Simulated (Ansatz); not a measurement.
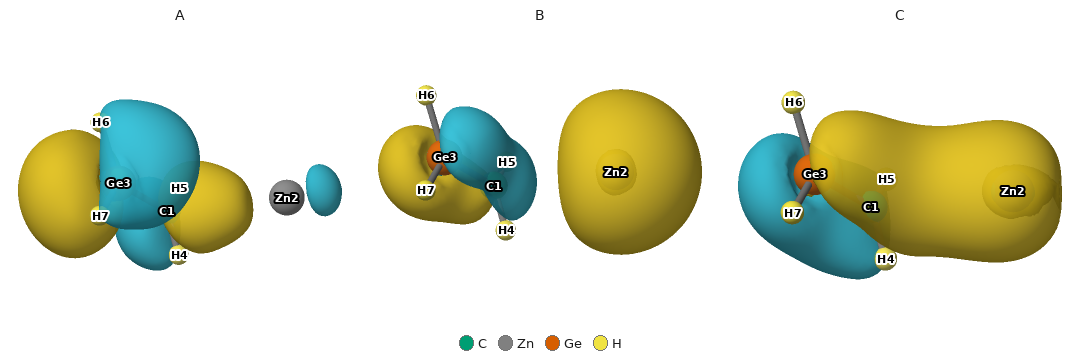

Figure 1: CH$_{4}$GeZn. Three frontier orbitals at ±0.08 Å⁻³ᐟ² (yellow and cyan are the two phases), in no order.

At this geometry the atoms fall into two loosely joined parts.

Level of theory: RKS PBE0-D4/def2-SVP (Ansatz 0.2.0).

The calculation's input:

```
crystal:
  periodic: [false, false, false]
  atoms:
    - { symbol: C, position_ang: [-0.5488, -0.4913, -0.5367] }
    - { symbol: Zn, position_ang: [0.0198, 1.2375, -1.5819] }
    - { symbol: Ge, position_ang: [0.4236, -0.1214, 1.0399] }
    - { symbol: H, position_ang: [-0.7292, -1.5216, -0.6457] }
    - { symbol: H, position_ang: [-1.5538, 0.1003, -0.4959] }
    - { symbol: H, position_ang: [0.5386, 1.4181, 1.3158] }
    - { symbol: H, position_ang: [1.9111, -0.6897, 0.8588] }
basis:
  gaussian: { orbitals: def2-SVP }
hamiltonian:
  xc: pbe0
  dispersion: d4
relax:
  f_tol: 0.015
  max_steps: 40
output:
  orbitals: {}
```

Command:

```sh
ansatz run input.yaml --threads 2 --pin off --max-ram 3072MiB --backend cpu --events-out ev --progress --plain --runs-dir out
```

The fields are those of the relaxed geometry.

### Order the three orbitals by energy and name them.

C is the HOMO−1 (−7.17 eV). It lies mainly on C1 (about 40 %), Ge3 (about 25 %) and Zn2 (about 25 %). B is the HOMO (−5.45 eV). By Hirshfeld shares it lies mainly on Zn2 (about 70 %), Ge3 (about 15 %) and C1 (about 10 %). A is the LUMO (−1.48 eV). Its weight (Hirshfeld) is mainly on Ge3 (about 55 %), C1 (about 25 %) and Zn2 (about 10 %); π-antibonding (π*) across Ge3–C1.

### What is the HOMO–LUMO gap?

3.97 eV between the orbital energies.
